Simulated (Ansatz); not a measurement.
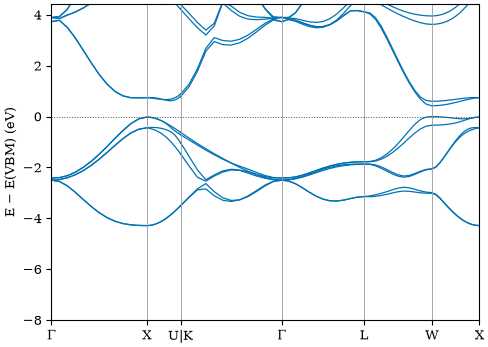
Fig. 1. Band structure from plane-wave PAW r²SCAN with spin–orbit coupling (Ansatz code)

Problem. Read off the gap and where the band edges lie.

Solution. About 0.4 eV (0.42 eV by a search for the band edges); maximum at W, minimum at W.

The material is HfC (zinc blende, space group No. 216).

Space group F-43m (zinc blende). The start of the workflow was typed in or built on a structure type; neither database checked (COD, Materials Project) lists it. It is not the phase usual at ambient conditions (space group No. 225). The cell was relaxed with r²SCAN under the symmetry of its start; whether a distortion lowers the energy is not shown. No spin polarisation was allowed.

Potentials: the later of the program's two PAW sets.
